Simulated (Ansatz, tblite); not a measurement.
# SnH(OMe)3 (C3H10O3Sn): which spin state is lowest

Aim: set other spin states of SnH(OMe)3 (C3H10O3Sn) against its singlet, on many levels of theory.

The runs use Ansatz 0.2.0, Gaussian basis; as each input shows.

Plan: triplet, at the geometry of the singlet (GFN1-xTB, GFN2-xTB, PBE0-D4/def2-TZVP, PBE-D4/def2-TZVP, r2SCAN-D4/def2-TZVP); the singlet's energies come from earlier runs.

3 further runs of the same task are left out: 3 set aside as unsound or not needed.

### 1 The structure

The singlet was relaxed beforehand with PBE-D4/def2-SVP.

17 atoms, charge 0, spin multiplicity 1.

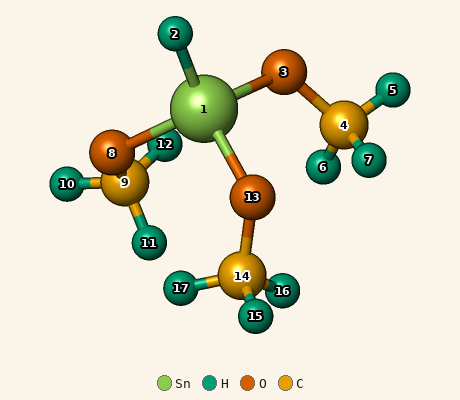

The geometry (tin green, hydrogen teal, oxygen orange, carbon amber); atoms are numbered from 1 in the order of the file.

Sn takes a core potential in the def2 sets. No spin-orbit coupling is included.

### 2 Triplet at the fixed geometry, GFN1-xTB

Tight binding, by tblite at 300 K electronic temperature and without a spin-polarisation term:

```python
tblite.interface.Calculator('GFN1-xTB', numbers, positions, charge=0, uhf=2).singlepoint()
```

Energy -765.7244 eV; 0.021 s.

### 3 Triplet at the fixed geometry, GFN2-xTB

Tight binding, by tblite at 300 K electronic temperature and without a spin-polarisation term:

```python
tblite.interface.Calculator('GFN2-xTB', numbers, positions, charge=0, uhf=2).singlepoint()
```

Energy -697.3713 eV; 0.016 s.

### 4 Triplet at the fixed geometry, PBE0-D4/def2-TZVP

Contents of in.yaml:

```yaml
crystal:
  periodic: [false, false, false]
  atoms:
    - {symbol: Sn, position_ang: [-0.013971, 0.008997, 1.583772]}
    - {symbol: H, position_ang: [-0.032237, 0.011312, 3.296620]}
    - {symbol: O, position_ang: [1.831954, -0.343120, 0.870519]}
    - {symbol: C, position_ang: [1.972798, -1.077927, -0.334487]}
    - {symbol: H, position_ang: [3.012852, -1.468348, -0.383859]}
    - {symbol: H, position_ang: [1.810662, -0.446359, -1.241310]}
    - {symbol: H, position_ang: [1.281984, -1.950090, -0.402822]}
    - {symbol: O, position_ang: [-0.623116, 1.777117, 0.847911]}
    - {symbol: C, position_ang: [-0.063557, 2.242416, -0.369336]}
    - {symbol: H, position_ang: [-0.238345, 3.338684, -0.435461]}
    - {symbol: H, position_ang: [-0.539504, 1.774453, -1.264923]}
    - {symbol: H, position_ang: [1.035644, 2.071719, -0.443178]}
    - {symbol: O, position_ang: [-1.226886, -1.412950, 0.843630]}
    - {symbol: C, position_ang: [-1.899194, -1.169298, -0.380980]}
    - {symbol: H, position_ang: [-2.740983, -1.891163, -0.463947]}
    - {symbol: H, position_ang: [-1.240408, -1.322880, -1.269895]}
    - {symbol: H, position_ang: [-2.327714, -0.142584, -0.452253]}
basis:
  gaussian: {orbitals: def2-TZVP}
magnetization: {spin_polarized: true, initial_magnetization: 2}
hamiltonian: {xc: pbe0, dispersion: d4}
scf: {omitted_lower_state_checks: [starts]}
output: {orbitals: {seedname: orbitals}}
```

Started as:

```bash
$ ansatz run in.yaml --threads 4 --pin off --events-out ev --progress --plain --max-ram 4787MiB
```

What it wrote:

```text
Functional definition: PBE0
  name "PBE0"
  cite "Adamo & Barone, J. Chem. Phys. 110, 6158 (1999) doi:10.1063/1.478522"
  cite "Perdew, Burke & Ernzerhof, Phys. Rev. Lett. 77, 3865 (1996) doi:10.1103/PhysRevLett.77.3865"
  parent pbe
  parameter a = 0.25
  parameter kappa = 0.804
  parameter beta = 0.06672455060314922
  exchange = (1 - a)*pbe_x(kappa = kappa, mu = beta*pi^2/3) + a*exact_x
  correlation = pbe_c(beta = beta)
these checks for a lower state are left out or cut short: starts
1894 factors; their error is unknown
mean field evaluation 1: about -15219.9308 eV, gradient 6.1e1 eV
mean field evaluation 2: about -15184.7837 eV, gradient 1.1e2 eV
mean field evaluation 4: about -15234.5069 eV, gradient 1.1e1 eV
mean field evaluation 8: about -15234.9864 eV, gradient 7.1e-1 eV
mean field evaluation 16: about -15235.0676 eV, gradient 6.7e-2 eV
mean field evaluation 32: about -15235.1433 eV, gradient 2.7e-2 eV
mean field -15235.14335953 eV, -559.8811917117 hartree, gradient 7.8e-6 eV, S^2 2.014425; 0 other end points of the search recorded, 0 dependent functions left out
reference -15235.14340426 eV, -559.8811933554 hartree; 38, 36 occupied and 258, 260 virtual orbitals, 1894 factors
Total energy: -15235.47781017 eV, -559.8934825458 hartree
Checks for a lower state left out: starts
```

Wall time 1.8 min (4 threads of Intel Xeon at 2.70GHz, shared host); peak memory 1.3 GiB.

From the report: HOMO -2.98 eV, LUMO -5.95 eV (over both spins; with the spin held, an empty level of the minority spin lies below the top filled one); ⟨S²⟩ 2.014 (pure: 2.00).

### 5 Triplet at the fixed geometry, PBE-D4/def2-TZVP

start.molden holds the orbitals of an earlier run on this state, given as this run's starting guess.

Changes to in.yaml since step 4:

```diff
@@ -21,5 +21,5 @@
 basis:
-  gaussian: {orbitals: def2-TZVP}
+  gaussian: {orbitals: def2-TZVP, initial_orbitals: start.molden}
 magnetization: {spin_polarized: true, initial_magnetization: 2}
-hamiltonian: {xc: pbe0, dispersion: d4}
+hamiltonian: {xc: pbe, dispersion: d4}
 scf: {omitted_lower_state_checks: [starts]}
```

Launched as before.

What it wrote:

```text
Functional definition: PBE
  name "PBE"
  cite "Perdew, Burke & Ernzerhof, Phys. Rev. Lett. 77, 3865 (1996) doi:10.1103/PhysRevLett.77.3865"
  parent pbe
  parameter kappa = 0.804
  parameter beta = 0.06672455060314922
  exchange = pbe_x(kappa = kappa, mu = beta*pi^2/3)
  correlation = pbe_c(beta = beta)
these checks for a lower state are left out or cut short: starts
1821 factors; their error is unknown
mean field evaluation 1: about -15235.1972 eV, gradient 8.4e0 eV
mean field evaluation 2: about -15235.4075 eV, gradient 2.8e-1 eV
mean field evaluation 4: about -15235.3719 eV, gradient 1.7e-1 eV
mean field evaluation 8: about -15235.3722 eV, gradient 1.3e-4 eV
mean field -15235.37217922 eV, -559.8896006803 hartree, gradient 1.3e-5 eV, S^2 2.004032; 0 other end points of the search recorded, 0 dependent functions left out
reference -15235.37224047 eV, -559.8896029310 hartree; 38, 36 occupied and 258, 260 virtual orbitals, 1821 factors
Total energy: -15235.75942617 eV, -559.9038317432 hartree
Checks for a lower state left out: starts
```

Run time: 10 s. Hardware: 4 threads of Intel Xeon at 2.70GHz, shared host.

HOMO -2.21 eV, LUMO -6.29 eV (over both spins; with the spin held, an empty level of the minority spin lies below the top filled one); ⟨S²⟩ 2.004 (pure: 2.00).

### 6 Triplet at the fixed geometry, r2SCAN-D4/def2-TZVP

Changes to in.yaml since step 5:

```diff
@@ -23,3 +23,3 @@
 magnetization: {spin_polarized: true, initial_magnetization: 2}
-hamiltonian: {xc: pbe, dispersion: d4}
+hamiltonian: {xc: r2scan, dispersion: d4}
 scf: {omitted_lower_state_checks: [starts]}
```

Same command.

What it wrote (excerpt; [...] marks lines left out):

```text
Functional definition: r2SCAN
  name "r2SCAN"
  cite "Furness, Kaplan, Ning, Perdew & Sun, J. Phys. Chem. Lett. 11, 8208 (2020) doi:10.1021/acs.jpclett.0c02405"
  cite "Furness, Kaplan, Ning, Perdew & Sun, J. Phys. Chem. Lett. 11, 9248 (2020) doi:10.1021/acs.jpclett.0c03077"
  parent r2scan
[...]
1821 factors; their error is unknown
[...]
mean field -15243.36043033 eV, -560.1831634939 hartree, gradient 3.5e-6 eV, S^2 2.010022; 0 other end points of the search recorded, 0 dependent functions left out
reference -15243.36045124 eV, -560.1831642624 hartree; 38, 36 occupied and 258, 260 virtual orbitals, 1821 factors
Total energy: -15243.46664753 eV, -560.1870669040 hartree
Checks for a lower state left out: starts
```

It took 22 s on 4 threads of Intel Xeon at 2.70GHz, shared host.

From the report: HOMO -2.29 eV, LUMO -6.35 eV (over both spins; with the spin held, an empty level of the minority spin lies below the top filled one); ⟨S²⟩ 2.010 (pure: 2.00).

### 7 Triplet less singlet, vertical

The singlet's energies are those of its earlier runs, whose logs aren't repeated here.

| level | triplet less singlet, vertical (kcal/mol) | time |
| --- | --- | --- |
| GFN1-xTB | +99.5 | 0.047 s |
| GFN2-xTB | +84.1 | 0.031 s |
| PBE-D4/def2-TZVP | +93.5 | 14 s |
| r2SCAN-D4/def2-TZVP | +99.9 | 30 s |
| PBE0-D4/def2-TZVP | +110.7 | 2 min |

Times add the two runs; a level without a time comes out of a correlated run. Tight binding without a spin term can't rank spin states.

### 8 What came out

| quantity | value |
| --- | --- |
| triplet less singlet, vertical, functionals in def2-TZVP | +93.5 (PBE-D4) to +110.7 kcal/mol (PBE0-D4) |

In words: All functionals put the triplet above the singlet, over a spread of 17.1 kcal/mol. The checks for a lower triplet were left out, so another state of that spin may lie lower. These are electronic energies, without zero-point motion, entropy or surroundings.
